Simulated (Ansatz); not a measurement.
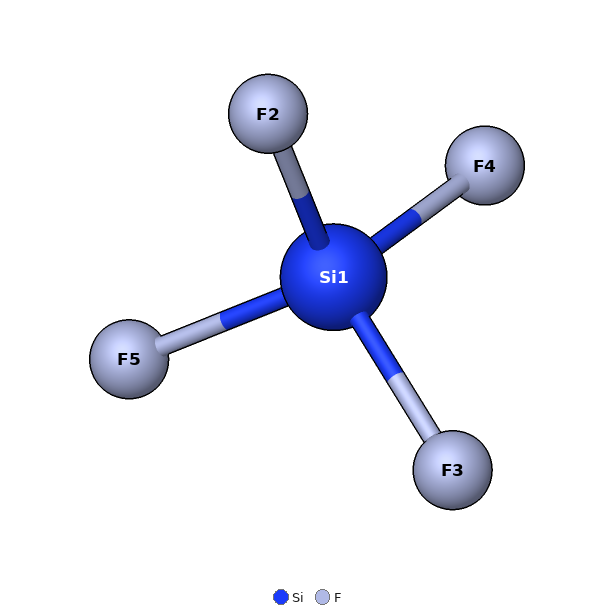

Harmonic vibrations computed with RKS PBE0-D4/def2-TZVP (Ansatz 0.2.0) at a stationary point of the same level.

**How many imaginary frequencies does it have?**

A minimum: no imaginary frequency, and the lowest mode lies at 258 cm⁻¹.

**How many vibrational modes are there, and where do they lie?**

9 modes: 258, 258, 381, 381, 381, 796, 1034, 1034, 1034 cm⁻¹.
